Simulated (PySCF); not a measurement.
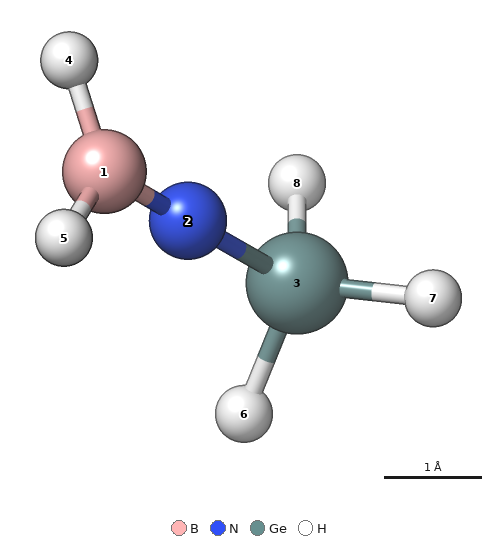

**Figure 1.** The input geometry (ball-and-stick view, seen at a tilt; atoms are numbered from 1 in the order of the input). Sticks mark near contacts. Bond lengths as drawn: B–H 1.21 Å, B–N 1.34 Å, Ge–H 1.53 to 1.54 Å and Ge–N 1.82 Å.

**Run report: GeBNH₅ (charge +1), single-point calculation**

System: GeBNH₅, charge +1.
Method: TPSSh/def2-SVP, RKS (PySCF 2.14.0).

The geometry is that of the parent species in another charge or spin state. The geometry comes from this level: PBE0-D4/def2-TZVP.

The program's output
```
PySCF version 2.14.0

[INPUT] num. atoms = 8
[INPUT] num. electrons = 48
[INPUT] charge = 1
[INPUT] spin (= nelec alpha-beta = 2S) = 0
[INPUT] symmetry False subgroup None
[INPUT] Mole.unit = bohr
[INPUT] Symbol           X                Y                Z      unit          X                Y                Z       unit  Magmom
[INPUT]  1 B     -0.810700016307   1.044199989802  -1.169800200814 AA   -1.532001000000   1.973252000000  -2.210602000000 Bohr   0.0
[INPUT]  2 N     -0.148399811144   0.268000210939  -0.304200165583 AA   -0.280435000000   0.506447000000  -0.574855000000 Bohr   0.0
[INPUT]  3 Ge     0.669800233773  -0.823399740192   0.900499801468 AA    1.265739000000  -1.556000000000   1.701698000000 Bohr   0.0
[INPUT]  4 H     -1.752599996871   0.600200201106  -1.782900154791 AA   -3.311934000000   1.134214000000  -3.369193000000 Bohr   0.0
[INPUT]  5 H     -0.471400055500   2.189899872900  -1.345899793064 AA   -0.890817000000   4.138311000000  -2.543382000000 Bohr   0.0
[INPUT]  6 H      0.832900058659  -0.046399845385   2.213800161631 AA    1.573953000000  -0.087683000000   4.183476000000 Bohr   0.0
[INPUT]  7 H      2.031700228986  -1.257899739597   0.343400025837 AA    3.839357000000  -2.377086000000   0.648932000000 Bohr   0.0
[INPUT]  8 H     -0.258999964935  -2.031700228986   1.089300175957 AA   -0.489439000000  -3.839357000000   2.058479000000 Bohr   0.0

nuclear repulsion = 162.994061163519
number of shells = 39
number of NR pGTOs = 157
number of NR cGTOs = 85
basis = def2-svp
ecp = {}

******** <class 'pyscf.dft.rks.RKS'> ********
method = RKS
initial guess = minao
damping factor = 0
level_shift factor = 0
DIIS = <class 'pyscf.scf.diis.CDIIS'>
diis_start_cycle = 1
diis_space = 8
diis_damp = 0
SCF conv_tol = 1e-10
SCF conv_tol_grad = None
SCF max_cycles = 50
direct_scf = True
direct_scf_tol = 1e-13
XC library pyscf.dft.libxc version 7.0.0
    S. Lehtola, C. Steigemann, M. J.T. Oliveira, and M. A.L. Marques.,  SoftwareX 7, 1–5 (2018)
XC functionals = tpssh
radial grids:
    Treutler-Ahlrichs [JCP 102, 346 (1995); DOI:10.1063/1.469408] (M4) radial grids

becke partition: Becke, JCP 88, 2547 (1988); DOI:10.1063/1.454033
pruning grids: <function nwchem_prune>
grids dens level: 4
symmetrized grids: False
atomic radii adjust function: <function treutler_atomic_radii_adjust>
small_rho_cutoff = 0
Set gradient conv threshold to 1e-05
Initial guess from minao.
tot grids = 164712
init E= -2158.5668328127
  HOMO = -0.325759764933671  LUMO = -0.260665358596046  gap/eV = 1.77131
cycle= 1 E= -2158.84282843476  delta_E= -0.276  |g|= 0.533  |ddm|= 2.81
  HOMO = -0.549290897234564  LUMO = -0.488785817867773  gap/eV = 1.64643
cycle= 2 E= -2158.72727796062  delta_E= 0.116  |g|= 0.886  |ddm|= 0.984
  HOMO = -0.501953913328898  LUMO = -0.42907204122612  gap/eV = 1.98322
cycle= 3 E= -2158.84358473974  delta_E= -0.116  |g|= 0.395  |ddm|= 0.764
  HOMO = -0.516734488458241  LUMO = -0.449907054771959  gap/eV = 1.81847
cycle= 4 E= -2158.88574603534  delta_E= -0.0422  |g|= 0.0321  |ddm|= 0.274
  HOMO = -0.515559531040136  LUMO = -0.440810704309583  gap/eV = 2.03402
cycle= 5 E= -2158.88568426847  delta_E= 6.18e-05  |g|= 0.0266  |ddm|= 0.0777
  HOMO = -0.514524235106125  LUMO = -0.443137496006151  gap/eV = 1.94253
cycle= 6 E= -2158.88614714056  delta_E= -0.000463  |g|= 0.00385  |ddm|= 0.0461
  HOMO = -0.514432018108882  LUMO = -0.443062507462113  gap/eV = 1.94206
cycle= 7 E= -2158.88615289986  delta_E= -5.76e-06  |g|= 0.000399  |ddm|= 0.00524
  HOMO = -0.514521176799741  LUMO = -0.443111835557936  gap/eV = 1.94315
cycle= 8 E= -2158.88615294482  delta_E= -4.5e-08  |g|= 0.00015  |ddm|= 0.000492
  HOMO = -0.514519031117657  LUMO = -0.443112883889432  gap/eV = 1.94306
cycle= 9 E= -2158.88615295136  delta_E= -6.53e-09  |g|= 3.74e-05  |ddm|= 0.000161
  HOMO = -0.514518662098848  LUMO = -0.443112011767858  gap/eV = 1.94307
cycle= 10 E= -2158.88615295183  delta_E= -4.78e-10  |g|= 7.84e-06  |ddm|= 3.98e-05
  HOMO = -0.514518709106615  LUMO = -0.443112148648852  gap/eV = 1.94307
cycle= 11 E= -2158.88615295185  delta_E= -1.77e-11  |g|= 3.14e-06  |ddm|= 8.95e-06
  HOMO = -0.514518570777144  LUMO = -0.443111527756809  gap/eV = 1.94308
```

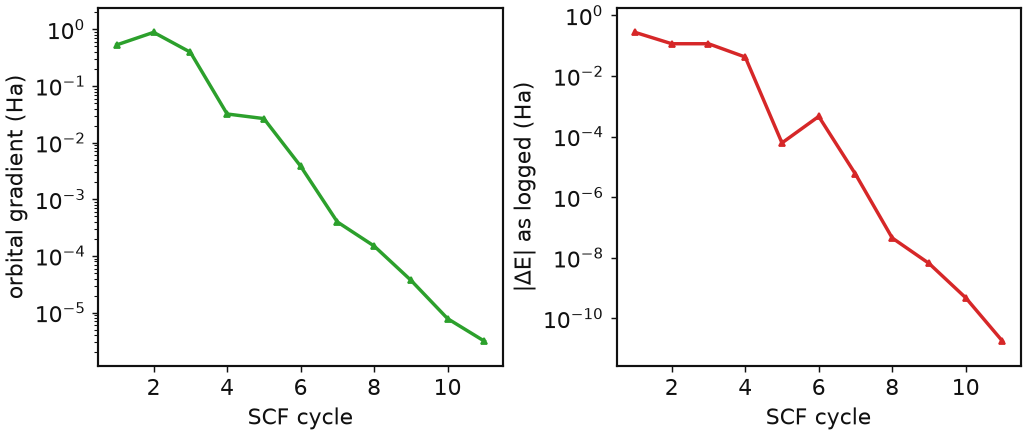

**Figure 2.** Convergence of the self-consistent field: orbital gradient and size of the energy change against the SCF cycle. The residual falls almost steadily, with no more than small rises.

```
Extra cycle  E= -2158.88615295185  delta_E= 3.18e-12  |g|= 6.41e-06  |ddm|= 6.66e-06
converged SCF energy = -2158.88615295185
E = -2158.8861529518 Eh
```

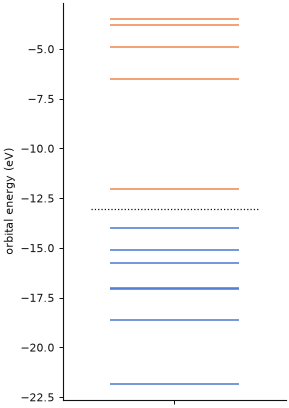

**Figure 3.** Orbital energies near the frontier; the dotted line parts filled from empty levels, and levels within 0.02 eV of each other stand side by side. Highest filled −14.00 eV, lowest empty −12.06 eV, 1.94 eV apart.

The run was set up as follows.

Input file (input.py)
```python
from pyscf import gto, dft

system = gto.M(
    atom='''
B     -1.532001     1.973252    -2.210602
N     -0.280435     0.506447    -0.574855
Ge     1.265739    -1.556000     1.701698
H     -3.311934     1.134214    -3.369193
H     -0.890817     4.138311    -2.543382
H      1.573953    -0.087683     4.183476
H      3.839357    -2.377086     0.648932
H     -0.489439    -3.839357     2.058479
''',
    basis='def2-svp',
    verbose=4,
    spin=0,
    charge=1,
    unit='bohr',
    max_memory=1860,
)

calc0 = dft.RKS(system)
calc0.xc = 'tpssh'
calc0.grids.level = 4
calc0.conv_tol = 1e-10
calc0.kernel()
if not calc0.converged:
    calc0 = calc0.newton().run(calc0.mo_coeff, calc0.mo_occ)

e_final = calc0.e_tot
print('E = %.10f Eh' % e_final)
```

Command:
```bash
OMP_NUM_THREADS=1 python input.py
```

Summary

| quantity | value |
| --- | --- |
| outcome | converged |
| total energy | −2158.886153 hartree |
| basis functions | 85 |
| HOMO | −14.00 eV |
| LUMO | −12.06 eV |
| hardware | 1 thread of Arm Neoverse V1, 24 GiB of memory available, shared host |
| wall time | 25 s |
| peak memory | 0.47 GiB |

Remarks

The record of the run, not the program, notes: dipole of an ion depends on the origin.
